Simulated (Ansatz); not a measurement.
System: cubic perovskite CsSrF3. Method: PBEsol+SOC (Ansatz, a quantum-chemistry and plane-wave program, plane waves, PAW).

Settings: plane-wave cutoff 520 eV, 8×8×8 k mesh, Fermi–Dirac smearing 0.01 eV, PAW data made under PBE.

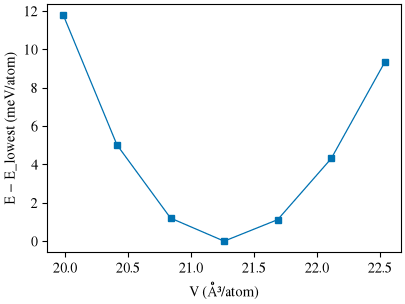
Figure: Total energy against volume

Task: From the curve, estimate the equilibrium volume and the bulk modulus.

Result: V0 ≈ 21.3 Å³/atom and B0 ≈ 44 GPa; the fit gives V0 = 21.263 Å³/atom, B0 = 43.7 GPa, B′ = 4.8.

Note: the relaxation could not lower the start's symmetry, so the cell can be a saddle point above a distorted one.

Static lattice: no zero-point or thermal effects.
